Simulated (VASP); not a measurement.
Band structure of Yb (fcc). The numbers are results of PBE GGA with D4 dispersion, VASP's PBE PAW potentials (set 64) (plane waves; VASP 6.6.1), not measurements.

The 4f electrons are frozen in the core of the lanthanide potential, so 4f levels, which can set the real gap, and their magnetism are missing.

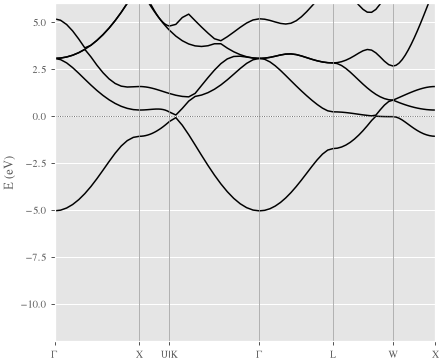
Bands along high-symmetry lines, zero at the valence-band maximum or, without a gap, the Fermi level

Question: Read the plot: is there a gap, and where are the band edges?

Answer: The gap is indirect, 0.02 eV, from the valence maximum at L-W at 0.71 to the conduction minimum at L-W at 0.64. (Edges off the drawn lines would not show.)

The compound is Yb in the fcc structure. It was relaxed first, which changed the volume by -8 %.
